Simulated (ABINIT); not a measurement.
# LiHF2 (R-3m): G0W0 with ABINIT, start to end, part 2 of 3

Aim: the G0W0 gap of LiHF2 (R-3m) on LDA, step by step.

ABINIT 10.8.3; LDA and many-body steps on it, plane waves. Known limits of the many-body steps: not at the basis limit.

So far. Step 2 (Ground state): The gap is indirect, with the least direct gap 0.20 eV higher.

## (3) Bands along the symmetry lines

Level of this step: DFT, LDA, plane waves, norm-conserving pseudopotentials (ABINIT).

The cheap functional maps the bands first; the places of the edges decide which points the dearer methods must see.

run.abi reads:

```
acell 3*1.0 Angstrom
rprim 
  1.466983587415 0.846963369091 4.366688724100
  -1.466983587415 0.846963369091 4.366688724100
  -0.000000000000 -1.693926738182 4.366688724100
ntypat 3
znucl 3 1 9
natom 4
typat 1 2 3 3
xred 
  0.000000000000 0.000000000000 0.000000000000
  0.500000000000 0.500000000000 0.500000000000
  0.413301880000 0.413301880000 0.413301880000
  0.586698120000 0.586698120000 0.586698120000
pp_dirpath "pseudos"
pseudos "Li.upf, H.upf, F.upf"
ecut 36
iscf -2
irdden 1
kptopt 0
nkpt 59
kpt 
  0.00000000 0.00000000 0.00000000
  0.06250000 0.06250000 0.06250000
  0.12500000 0.12500000 0.12500000
  0.18750000 0.18750000 0.18750000
  0.25000000 0.25000000 0.25000000
  0.31250000 0.31250000 0.31250000
  0.37500000 0.37500000 0.37500000
  0.43750000 0.43750000 0.43750000
  0.50000000 0.50000000 0.50000000
  0.53853162 0.46146838 0.50000000
  0.57706325 0.42293675 0.50000000
  0.61559487 0.38440513 0.50000000
  0.65412649 0.34587351 0.50000000
  0.69265812 0.30734188 0.50000000
  0.73118974 0.26881026 0.50000000
  0.76972137 0.23027863 0.50000000
  0.80825299 0.19174701 0.50000000
  0.50000000 -0.19174701 0.19174701
  0.50000000 -0.16777863 0.16777863
  0.50000000 -0.14381026 0.14381026
  0.50000000 -0.11984188 0.11984188
  0.50000000 -0.09587350 0.09587350
  0.50000000 -0.07190513 0.07190513
  0.50000000 -0.04793675 0.04793675
  0.50000000 -0.02396838 0.02396838
  0.50000000 0.00000000 0.00000000
  0.43750000 0.00000000 0.00000000
  0.37500000 0.00000000 0.00000000
  0.31250000 0.00000000 0.00000000
  0.25000000 0.00000000 0.00000000
  0.18750000 0.00000000 0.00000000
  0.12500000 0.00000000 0.00000000
  0.06250000 0.00000000 0.00000000
  0.00000000 0.00000000 0.00000000
  0.04323419 -0.04323419 0.00000000
  0.08646838 -0.08646838 0.00000000
  0.12970257 -0.12970257 0.00000000
  0.17293675 -0.17293675 0.00000000
  0.21617094 -0.21617094 0.00000000
  0.25940513 -0.25940513 0.00000000
  0.30263932 -0.30263932 0.00000000
  0.34587351 -0.34587351 0.00000000
  0.65412649 0.00000000 0.34587351
  0.63486068 0.00000000 0.36513932
  0.61559487 0.00000000 0.38440513
  0.59632906 0.00000000 0.40367094
  0.57706324 0.00000000 0.42293675
  0.55779743 0.00000000 0.44220257
  0.53853162 0.00000000 0.46146838
  0.51926581 0.00000000 0.48073419
  0.50000000 0.00000000 0.50000000
  0.43750000 0.00000000 0.43750000
  0.37500000 0.00000000 0.37500000
  0.31250000 0.00000000 0.31250000
  0.25000000 0.00000000 0.25000000
  0.18750000 0.00000000 0.18750000
  0.12500000 0.00000000 0.12500000
  0.06250000 0.00000000 0.06250000
  0.00000000 0.00000000 0.00000000
istwfk *1
nband 16
nbdbuf 2
tolwfr 1e-08
nstep 40
prtwf 0
prtvol 0
indata_prefix "in"
outdata_prefix "out"
tmpdata_prefix "tmp"
```

Started as:

```console
> OMP_NUM_THREADS=1 mpirun -n 4 abinit run.abi > log
```

Numbers of over 12 decimals in the logs are rounded to 6 here.

Log:

```text
.Version 10.8.3 of ABINIT. v10.8.2 released Aug 2026.

 Symmetries : space group R-3 m (#166); Bravais hR (rhombohedral)
[... echo of the input left out ...]
== DATASET  1 ==================================================================
-   mpi_nproc: 4, omp_nthreads: 1 (-1 if OMP is not activated)

--- !DatasetInfo
iteration_state: {dtset: 1, }
dimensions: {natom: 4, nkpt: 59, mband: 16, nsppol: 1, nspinor: 1, nspden: 1, mpw: 2292, }
cutoff_energies: {ecut:  36.0, pawecutdg:  -1.0, }
electrons: {nelect:   1.80000000E+01, charge:   0.00000000E+00, occopt:   1.00000000E+00, tsmear:   1.00000000E-02, }

 Real(R)+Recip(G) space primitive vectors, cartesian coordinates (Bohr,Bohr^-1):
 R(1)=  2.7721972  1.6005288  8.2518458  G(1)=  0.1803623  0.1041323  0.0403950
 R(2)= -2.7721972  1.6005288  8.2518458  G(2)= -0.1803623  0.1041323  0.0403950
 R(3)=  0.0000000 -3.2010576  8.2518458  G(3)=  0.0000000 -0.2082645  0.0403950
 Unit cell volume ucvol=  2.1967972E+02 bohr^3
 Angles (23,13,12)=  3.65053538E+01  3.65053538E+01  3.65053538E+01 degrees

 getcut: wavevector=  0.0000  0.0000  0.0000  ngfft=  48  48  48
         ecut(hartree)=     36.000   => boxcut(ratio)=   2.00844

--- Pseudopotential description ------------------------------------------------
- Li Generated using ONCVPSP code by D. R. Hamann
-  3.00000   3.00000  180309                  znucl, zion, pspdat
12 -1012 1 -1 1944                            pspcod,pspxc,lmax,lloc,mmax
     nproj     2     2     0
  pspatm : epsatm=    2.61415252
         --- l  ekb(1:nproj) -->
             0   -4.854561   -1.448487
             1   -2.179236   -0.444438
 pspatm: atomic psp has been read  and splines computed

- H Generated using ONCVPSP code by D. R. Hamann
-  1.00000   1.00000  180309                  znucl, zion, pspdat
12 -1012 1 -1 1180                            pspcod,pspxc,lmax,lloc,mmax
     nproj     2     1     0
  pspatm : epsatm=    0.35439867
         --- l  ekb(1:nproj) -->
             0   -1.665338   -0.519510
             1   -0.275071
 pspatm: atomic psp has been read  and splines computed

- F Generated using ONCVPSP code by D. R. Hamann
-  9.00000   7.00000  201202                  znucl, zion, pspdat
12 -1012 2 -1 824                             pspcod,pspxc,lmax,lloc,mmax
     nproj     2     2     1
  pspatm : epsatm=    4.94580260
         --- l  ekb(1:nproj) -->
[...]
2   -2.364936
 pspatm: atomic psp has been read  and splines computed

--------------------------------------------------------------------------------

================================================================================
 prteigrs : about to open file out_EIG
 Non-SCF case, kpt    1 (  0.00000  0.00000  0.00000), residuals and eigenvalues=
  1.93E-09  1.30E-09  5.17E-09  7.93E-09  3.57E-09  9.03E-09  3.07E-09  1.48E-09
[...]
Non-SCF case, kpt    3 (  0.12500  0.12500  0.12500), residuals and eigenvalues=
[...]
5.9012E-01  6.2794E-01  6.2794E-01  7.8071E-01
[...]
Non-SCF case, kpt   58 (  0.06250  0.00000  0.06250), residuals and eigenvalues=
[...]
Non-SCF case, kpt   59 (  0.00000  0.00000  0.00000), residuals and eigenvalues=
[...]
-1.5451E+00 -8.6242E-01 -8.0642E-01 -3.1406E-01 -1.1654E-01 -1.1654E-01
 -1.1380E-01 -1.0904E-01 -1.0904E-01  1.9618E-01  3.6890E-01  5.1640E-01
[...]
--- !ResultsGS
iteration_state: {dtset: 1, }
comment   : Summary of ground state results
lattice_vectors:
- [  2.7721972,   1.6005288,   8.2518458, ]
- [ -2.7721972,   1.6005288,   8.2518458, ]
- [ -0.0000000,  -3.2010576,   8.2518458, ]
lattice_lengths: [   8.85097,    8.85097,    8.85097, ]
lattice_angles: [ 36.505,  36.505,  36.505, ] # degrees, (23, 13, 12)
lattice_volume:   2.1967972E+02
convergence: {deltae:  0.000E+00, res2:  0.000E+00, residm:  9.963E-09, diffor:  0.000E+00, }
etotal    :  -5.70245306E+01
entropy   :   0.00000000E+00
fermie    :  -1.01567084E-01
cartesian_stress_tensor: null
pressure_GPa: null
xred      :
- [  0.0000E+00,   0.0000E+00,   0.0000E+00, Li]
- [  5.0000E-01,   5.0000E-01,   5.0000E-01,  H]
- [  4.1330E-01,   4.1330E-01,   4.1330E-01,  F]
- [  5.8670E-01,   5.8670E-01,   5.8670E-01,  F]
cartesian_forces: null
force_length_stats: {min: null, max: null, mean: null, }

 Integrated electronic density in atomic spheres:
 ------------------------------------------------
 Atom  Sphere_radius  Integrated_density
[...]
================================================================================

 ----iterations are completed or convergence reached----

 Mean square residual over all n,k,spin=   38.436E-10; max=  99.634E-10
 reduced coordinates (array xred) for    4 atoms
[...]
0.413301880000      0.413301880000      0.413301880000
       0.586698120000      0.586698120000      0.586698120000

 cartesian coordinates (angstrom) at end:
[...]
3     -0.000000     0.000000     5.414282
    4     -0.000000     0.000000     7.685784
 length scales=  1.889726125908  1.889726125908  1.889726125908 bohr
              =  1.000000000000  1.000000000000  1.000000000000 angstroms
 prteigrs : about to open file out_EIG
 Eigenvalues (hartree) for nkpt=  59  k points:
 kpt#   1, nband= 16, wtk=  1.00000, kpt=  0.0000  0.0000  0.0000 (reduced coord)
[...]
kpt#   2, nband= 16, wtk=  1.00000, kpt=  0.0625  0.0625  0.0625 (reduced coord)
[...]
kpt#   3, nband= 16, wtk=  1.00000, kpt=  0.1250  0.1250  0.1250 (reduced coord)
[...]
kpt#  58, nband= 16, wtk=  1.00000, kpt=  0.0625  0.0000  0.0625 (reduced coord)
[...]
kpt#  59, nband= 16, wtk=  1.00000, kpt=  0.0000  0.0000  0.0000 (reduced coord)
  -1.54511   -0.86242   -0.80642   -0.31406   -0.11654   -0.11654   -0.11380   -0.10904
  -0.10904    0.19618    0.36890    0.51640    0.58138    0.63051    0.63051    0.77187

== END DATASET(S) ==============================================================
================================================================================

 -outvars: echo values of variables after computation  --------
            nband          16
             nkpt          59
          spgroup         166
 [... the other variables as echoed above ...]

 Calculation completed.
```

Elapsed: 10 s, on 4 MPI ranks of Intel Xeon Platinum 8488C (Sapphire Rapids), shared host; peak memory 0.33 GiB; 41 s of CPU time.

This step gave:

* gap: 8.102 eV
* k of the valence top: 0.5, 0.5, 0.5
* k of the conduction bottom: 0, 0, 0
* least direct gap: 8.305 eV

The gap is 8.102 eV, as in the run before at this level.

The electronic bands at the labelled points (eV, zero at the top of the highest filled band):

```
     point  band 6  band 7  band 8  band 9  band 10  band 11  band 12  band 13
         Γ   -0.41   -0.33   -0.20   -0.20     8.10    12.80    16.82    18.58
         T   -0.60   -0.60    0.00    0.00     8.98    12.25    15.88    19.54
        H2   -1.92   -1.59   -0.93   -0.58    13.84    14.28    14.57    15.48
jump to H0   -1.92   -1.59   -0.93   -0.58    13.84    14.28    14.57    15.48
         L   -1.54   -0.77   -0.63   -0.58    11.57    13.58    16.14    17.89
         Γ   -0.41   -0.33   -0.20   -0.20     8.10    12.80    16.82    18.58
        S0   -1.85   -1.28   -1.26   -0.52    14.04    14.09    14.64    15.37
jump to S2   -1.85   -1.28   -1.26   -0.52    14.04    14.09    14.64    15.37
         F   -1.60   -1.20   -1.13   -0.15    13.45    13.97    14.07    16.27
         Γ   -0.41   -0.33   -0.20   -0.20     8.10    12.80    16.82    18.58
```

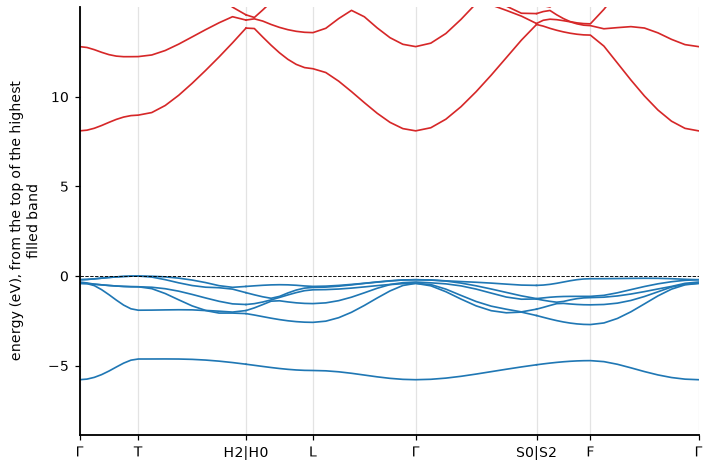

Electronic bands along the path; lines of filled and empty bands in two colours.

## (4) Empty states on the mesh, 4×4×4 mesh, 34 bands

The sums over transitions need many empty states on a uniform mesh; this step solves for them.

run.abi reads:

```
acell 3*1.0 Angstrom
rprim 
  1.466983587415 0.846963369091 4.366688724100
  -1.466983587415 0.846963369091 4.366688724100
  -0.000000000000 -1.693926738182 4.366688724100
ntypat 3
znucl 3 1 9
natom 4
typat 1 2 3 3
xred 
  0.000000000000 0.000000000000 0.000000000000
  0.500000000000 0.500000000000 0.500000000000
  0.413301880000 0.413301880000 0.413301880000
  0.586698120000 0.586698120000 0.586698120000
pp_dirpath "pseudos"
pseudos "Li.upf, H.upf, F.upf"
ecut 36
ngkpt 4 4 4
nshiftk 1
shiftk 0 0 0
kptopt 1
chksymbreak 0
iscf -2
irdden 1
istwfk *1
nband 34
nbdbuf 4
tolwfr 1e-09
nstep 60
prtvol 0
indata_prefix "in"
outdata_prefix "out"
tmpdata_prefix "tmp"
```

Log:

```text
.Version 10.8.3 of ABINIT. v10.8.2 released Aug 2026.

 Symmetries : space group R-3 m (#166); Bravais hR (rhombohedral)
[... echo of the input left out ...]
== DATASET  1 ==================================================================
-   mpi_nproc: 4, omp_nthreads: 1 (-1 if OMP is not activated)

--- !DatasetInfo
iteration_state: {dtset: 1, }
dimensions: {natom: 4, nkpt: 13, mband: 34, nsppol: 1, nspinor: 1, nspden: 1, mpw: 2290, }
cutoff_energies: {ecut:  36.0, pawecutdg:  -1.0, }
electrons: {nelect:   1.80000000E+01, charge:   0.00000000E+00, occopt:   1.00000000E+00, tsmear:   1.00000000E-02, }

 Real(R)+Recip(G) space primitive vectors, cartesian coordinates (Bohr,Bohr^-1):
 R(1)=  2.7721972  1.6005288  8.2518458  G(1)=  0.1803623  0.1041323  0.0403950
 R(2)= -2.7721972  1.6005288  8.2518458  G(2)= -0.1803623  0.1041323  0.0403950
 R(3)=  0.0000000 -3.2010576  8.2518458  G(3)=  0.0000000 -0.2082645  0.0403950
 Unit cell volume ucvol=  2.1967972E+02 bohr^3
 Angles (23,13,12)=  3.65053538E+01  3.65053538E+01  3.65053538E+01 degrees

 getcut: wavevector=  0.0000  0.0000  0.0000  ngfft=  48  48  48
         ecut(hartree)=     36.000   => boxcut(ratio)=   2.00844

--- Pseudopotential description ------------------------------------------------
- Li Generated using ONCVPSP code by D. R. Hamann
-  3.00000   3.00000  180309                  znucl, zion, pspdat
12 -1012 1 -1 1944                            pspcod,pspxc,lmax,lloc,mmax
     nproj     2     2     0
  pspatm : epsatm=    2.61415252
         --- l  ekb(1:nproj) -->
             0   -4.854561   -1.448487
             1   -2.179236   -0.444438
 pspatm: atomic psp has been read  and splines computed

- H Generated using ONCVPSP code by D. R. Hamann
-  1.00000   1.00000  180309                  znucl, zion, pspdat
12 -1012 1 -1 1180                            pspcod,pspxc,lmax,lloc,mmax
     nproj     2     1     0
  pspatm : epsatm=    0.35439867
         --- l  ekb(1:nproj) -->
             0   -1.665338   -0.519510
             1   -0.275071
 pspatm: atomic psp has been read  and splines computed

- F Generated using ONCVPSP code by D. R. Hamann
-  9.00000   7.00000  201202                  znucl, zion, pspdat
12 -1012 2 -1 824                             pspcod,pspxc,lmax,lloc,mmax
     nproj     2     2     1
  pspatm : epsatm=    4.94580260
         --- l  ekb(1:nproj) -->
[...]
2   -2.364936
 pspatm: atomic psp has been read  and splines computed

--------------------------------------------------------------------------------

================================================================================
 prteigrs : about to open file out_EIG
 Non-SCF case, kpt    1 (  0.00000  0.00000  0.00000), residuals and eigenvalues=
  8.80E-10  7.83E-11  2.15E-10  1.99E-10  3.44E-10  2.04E-10  1.10E-10  1.91E-10
  5.67E-10  4.45E-11  4.82E-11  3.68E-10  4.48E-10  5.44E-11  1.63E-10  8.26E-11
  1.84E-10  1.44E-10  2.43E-10  3.51E-10  1.87E-10  8.97E-10  1.82E-10  1.38E-10
[...]
9.28E-07  3.26E-04
 -1.5451E+00 -8.6242E-01 -8.0642E-01 -3.1406E-01 -1.1654E-01 -1.1654E-01
 -1.1380E-01 -1.0904E-01 -1.0904E-01  1.9618E-01  3.6890E-01  5.1640E-01
  5.8138E-01  6.3051E-01  6.3051E-01  7.7187E-01  7.7187E-01  8.3396E-01
  9.2270E-01  9.2270E-01  9.9077E-01  9.9077E-01  1.0318E+00  1.0682E+00
  1.1873E+00  1.1951E+00  1.1951E+00  1.2463E+00  1.3593E+00  1.3593E+00
  1.5148E+00  1.5148E+00  1.6326E+00  1.6329E+00
 prteigrs : prtvol=0 or 1, do not print more k-points.

--- !ResultsGS
iteration_state: {dtset: 1, }
comment   : Summary of ground state results
lattice_vectors:
- [  2.7721972,   1.6005288,   8.2518458, ]
- [ -2.7721972,   1.6005288,   8.2518458, ]
- [ -0.0000000,  -3.2010576,   8.2518458, ]
lattice_lengths: [   8.85097,    8.85097,    8.85097, ]
lattice_angles: [ 36.505,  36.505,  36.505, ] # degrees, (23, 13, 12)
lattice_volume:   2.1967972E+02
convergence: {deltae:  0.000E+00, res2:  0.000E+00, residm:  9.975E-10, diffor:  0.000E+00, }
etotal    :  -5.70245306E+01
entropy   :   0.00000000E+00
fermie    :  -1.01567084E-01
cartesian_stress_tensor: null
pressure_GPa: null
xred      :
- [  0.0000E+00,   0.0000E+00,   0.0000E+00, Li]
- [  5.0000E-01,   5.0000E-01,   5.0000E-01,  H]
- [  4.1330E-01,   4.1330E-01,   4.1330E-01,  F]
- [  5.8670E-01,   5.8670E-01,   5.8670E-01,  F]
cartesian_forces: null
force_length_stats: {min: null, max: null, mean: null, }

 Integrated electronic density in atomic spheres:
 ------------------------------------------------
 Atom  Sphere_radius  Integrated_density
[...]
================================================================================

 ----iterations are completed or convergence reached----

 Mean square residual over all n,k,spin=   34.142E-11; max=  99.746E-11
 reduced coordinates (array xred) for    4 atoms
[...]
0.413301880000      0.413301880000      0.413301880000
       0.586698120000      0.586698120000      0.586698120000

 cartesian coordinates (angstrom) at end:
    1      0.000000     0.000000     0.000000
    2     -0.000000    -0.000000     6.550033
    3     -0.000000     0.000000     5.414282
    4     -0.000000     0.000000     7.685784
 length scales=  1.889726125908  1.889726125908  1.889726125908 bohr
              =  1.000000000000  1.000000000000  1.000000000000 angstroms
 prteigrs : about to open file out_EIG
 Eigenvalues (hartree) for nkpt=  13  k points:
 kpt#   1, nband= 34, wtk=  0.01563, kpt=  0.0000  0.0000  0.0000 (reduced coord)
[...]
0.77187    0.83396    0.92270    0.92270    0.99077    0.99077    1.03180    1.06822
   1.18728    1.19514    1.19514    1.24632    1.35927    1.35927    1.51479    1.51479
   1.63258    1.63288
 prteigrs : prtvol=0 or 1, do not print more k-points.

== END DATASET(S) ==============================================================
================================================================================

 -outvars: echo values of variables after computation  --------
            nband          34
             nkpt          13
          spgroup         166
 [... the other variables as echoed above ...]

 Calculation completed.
```

Elapsed: 6.5 s, on 4 MPI ranks; peak memory 0.32 GiB.

This step gave:

- gap: 8.102 eV
- k of the valence top: 0.5, 0.5, 0.5
- k of the conduction bottom: 0, 0, 0
- least direct gap: 8.305 eV
- k points computed: 13
- lowest point of the top converged band, above the valence top: 39.75 eV

On this mesh the gap is 8.102 eV.

## (5) Screening, 4×4×4 mesh, 30 bands, screening to 106.1 eV

The RPA dielectric matrix is built and inverted for each q.

This step: RPA screening on LDA, plane waves, norm-conserving pseudopotentials.

Changes to run.abi since step 4:

```diff
@@ -22,10 +22,11 @@
 chksymbreak 0
-iscf -2
-irdden 1
 istwfk *1
-nband 34
-nbdbuf 4
-tolwfr 1e-09
-nstep 60
-prtvol 0
+occopt 1
+irdwfk 1
+optdriver 3
+nband 30
+ecuteps 3.9
+inclvkb 2
+awtr 1
+symchi 1
 indata_prefix "in"
```

Log:

```text
.Version 10.8.3 of ABINIT. v10.8.2 released Aug 2026.

 Symmetries : space group R-3 m (#166); Bravais hR (rhombohedral)
[... echo of the input left out ...]
== DATASET  1 ==================================================================
-   mpi_nproc: 4, omp_nthreads: 1 (-1 if OMP is not activated)

--- !DatasetInfo
iteration_state: {dtset: 1, }
dimensions: {natom: 4, nkpt: 13, mband: 30, nsppol: 1, nspinor: 1, nspden: 1, mpw: 2290, }
cutoff_energies: {ecut:  36.0, pawecutdg:  -1.0, }
electrons: {nelect:   1.80000000E+01, charge:   0.00000000E+00, occopt:   1.00000000E+00, tsmear:   1.00000000E-02, }

 SCREENING: Calculation of the susceptibility and dielectric matrices

 Based on a program developped by R.W. Godby, V. Olevano, G. Onida, and L. Reining.
 Incorporated in ABINIT by V. Olevano, G.-M. Rignanese, and M. Torrent.
.Using double precision arithmetic ; gwpc =  8

[... cell and pseudopotentials left out ...]
--------------------------------------------------------------------------------

 ==== K-mesh for the wavefunctions ====
 Number of points in the irreducible wedge :    13
[... list of points left out ...]
 Together with 12 symmetry operations and time-reversal symmetry
 yields    64 points in the full Brillouin Zone.

 ==== Q-mesh for the screening function ====
 Number of points in the irreducible wedge :    13
[... list of points left out ...]
 Together with 12 symmetry operations and time-reversal symmetry
 yields    64 points in the full Brillouin Zone.

 setmesh: FFT mesh size selected  =    32x   32x   32
          total number of points  =        32768

 vcoul_init : cutoff-mode = AUXILIARY_FUNCTION
 q-points for optical limit:   1
     1)      0.000010    0.000020    0.000030

- screening: taking advantage of time-reversal symmetry
- Maximum band index for partially occupied states nbvw = 9
- Remaining bands to be divided among processors   nbcw = 21
- Number of bands treated by each node ~5

 Number of electrons calculated from density =   18.0000; Expected =   18.0000
 average of density, n =  0.081937
 r_s =    1.4283
 omega_plasma =   27.6119 [eV]

 calculating chi0 at frequencies [eV] :
  1    0.000000E+00    0.000000E+00
  2    0.000000E+00    2.761194E+01

--------------------------------------------------------------------------------
  q-point number  1        q = ( 0.000000, 0.000000, 0.000000) [r.l.u.]
--------------------------------------------------------------------------------
[... chi0 elements left out ...]
 For q-point:  0.000010 0.000020 0.000030
  dielectric constant =   1.8935
  dielectric constant without local fields =   1.9695

  Average fulfillment of the sum rule on Im[epsilon] for q-point    1 :     31.18  [%]
[... wings left out ...]
  q-point number  2        q = ( 0.250000, 0.000000, 0.000000) [r.l.u.]
--------------------------------------------------------------------------------
[... chi0 elements left out ...]
  Average fulfillment of the sum rule on Im[epsilon] for q-point    2 :     43.34  [%]

 [... 11 further q-points ...]
```

It took 11 s on 4 MPI ranks; peak memory 0.73 GiB.

This step gave:

```yaml
eps_infinity_with_local_fields_on_this_mesh_along_the_program_s_q_direction: 1.893
the_same_without_local_fields: 1.970
plasma_frequency: 27.61 eV
plane_waves_in_the_screening_matrix: 85
```

Local fields lower ε∞ by 4 %.

(Continued in part 3 of 3.)

[Paths, hosts, dates, memory and timing lines, banners, echoed tables and standing remarks are left out of the program output.]

[Logs are printed without paths, hosts, clocks, repeated set-up lines and the standing remarks that a program may print on its own settings, such as how far it seeks lower states.]

[Runs of the session that timed out or met a known fault of the program may be left out.]

[Hosts, paths, dates, database ids (printed as entryN), source tags and the programs' standing remarks are cut or masked in the printed files.]

[G0W0 gaps are taken among the corrected bands and points alone; a level outside them can change the order at an edge.]

[Where Ansatz stands beside ABINIT at settings called matched, ABINIT's density can come from a denser mesh and the files from another edition; pairs whose starting gaps differed by over 0.03 eV were left out, so agreement reads better than it is.]
